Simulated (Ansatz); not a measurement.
# UMP2/cc-pVTZ run of SF (Monosulfur monofluoride)

Aim: the electronic atomisation energy of SF (Monosulfur monofluoride) at UMP2/cc-pVTZ, from 3 runs. 

Program for the calculation: Ansatz 0.2.0.

40 further runs of the same task are left out: 4 that didn't finish, 36 set aside as unsound or not needed.

**1. The structure to begin with**

SF has 2 atoms, charge 0, and is taken as a doublet. SMILES: `F[S]`. Geometry: relaxed at PBE0-D4/def2-TZVP.

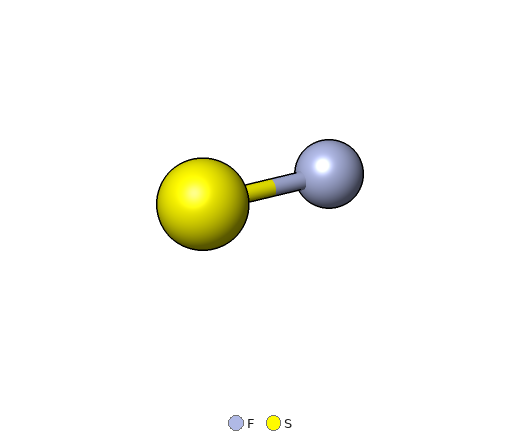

Viewed from a chosen angle; fluorine light blue, sulfur yellow.

**2. The energy at UMP2/cc-pVTZ**

in.yaml reads:

```yaml
crystal:
  periodic: [false, false, false]
  atoms:
    - {symbol: F, position_ang: [-0.000000, -0.000000, 0.016120]}
    - {symbol: S, position_ang: [0.000000, 0.000000, 1.610410]}
basis:
  gaussian: {orbitals: cc-pVTZ}
accuracy: high
correlation: {method: mp2, frozen_orbitals: {F: 1, S: 5}}
magnetization: {spin_polarized: true, initial_magnetization: 1}
```

On the command line:

```bash
$ ansatz run in.yaml --threads 1 --pin off --max-ram 3480MiB --events-out events.jsonl --progress --plain --runs-dir runs
```

Standard output:

```text
Warning: RAYON_NUM_THREADS=1 ignored (pool sized by the plan → 1); use --threads N
Functional definition: HF
  name "HF"
  exchange = exact_x
  correlation = 0
883 factors; integrals over basis functions are off by at most 3.8e-9 eV
mean field evaluation 1: about -13522.1406 eV, gradient 1.4e1 eV
mean field evaluation 2: about -13522.2232 eV, gradient 1.4e1 eV
mean field evaluation 4: about -13523.1151 eV, gradient 2.4e0 eV
mean field evaluation 8: about -13523.1622 eV, gradient 1.2e-1 eV
mean field evaluation 16: about -13523.1625 eV, gradient 2.0e-7 eV
mean field evaluation 32: about -13523.1625 eV, gradient 3.6e-8 eV
mean field -13523.16253431 eV, -496.9670568070 hartree, gradient 1.5e-8 eV, S^2 0.765713; 2 other end points of the search recorded, 0 dependent functions left out
6 core orbitals not correlated: weight in the atoms' cores, before any rotation towards them, 1.000 or more for the frozen orbitals, at most 0.000 for the correlated occupied ones
reference -13523.16253431 eV, -496.9670568070 hartree; 7, 6 occupied and 51, 52 virtual orbitals, 883 factors
second order -10.72267869 eV of doubles, -0.00000000 eV of singles
Total energy: -13533.88521299 eV, -497.3611079806 hartree
```

Run time: 1.4 s. Hardware: 1 thread of Arm Neoverse V1, shared host; peak memory 0.12 GiB.

**3. The F atom at the same level**

run.yaml reads:

```yaml
crystal:
  periodic: [false, false, false]
  atoms:
    - symbol: F
      position_ang: [0.000000, 0.000000, 0.000000]
basis:
  gaussian: {orbitals: cc-pVTZ}
magnetization: {spin_polarized: true, initial_magnetization: 1}
accuracy: high
correlation: {method: mp2, frozen_orbitals: {F: 1}}
```

Run the same way, it converges to -99.60536 Eh (log not shown).

**4. The S atom**

job.yaml reads:

```yaml
crystal:
  periodic: [false, false, false]
  atoms:
    - {symbol: S, position_ang: [0.000000, 0.000000, 0.000000]}
basis:
  gaussian: {orbitals: cc-pVTZ}
accuracy: high
magnetization: {spin_polarized: true, initial_magnetization: 2}
correlation: {method: mp2, frozen_orbitals: {S: 5}}
```

Run the same way, it converges to -397.62580 Eh (log not shown).

**5. Outcome**

At UMP2/cc-pVTZ, 6 core orbitals frozen:

| quantity | value |
| --- | --- |
| molecule: total energy | -497.36111 Eh |
| molecule: correlation energy (6 core orbitals frozen) | -394.1 mEh |
| molecule: ⟨S²⟩ of the reference determinant | 0.766 |
| F atom: total energy | -99.60536 Eh |
| F atom: correlation energy (1 core orbital frozen) | -199.8 mEh |
| F atom: ⟨S²⟩ of the reference determinant | 0.753 |
| S atom: total energy | -397.62580 Eh |
| S atom: correlation energy (5 core orbitals frozen) | -116.5 mEh |
| S atom: ⟨S²⟩ of the reference determinant | 2.012 |
| electronic atomisation energy | 3.536 eV |

**Reading.** Taking the molecule apart into free atoms costs 3.54 eV (82 kcal/mol), before zero-point energy and without spin-orbit coupling.
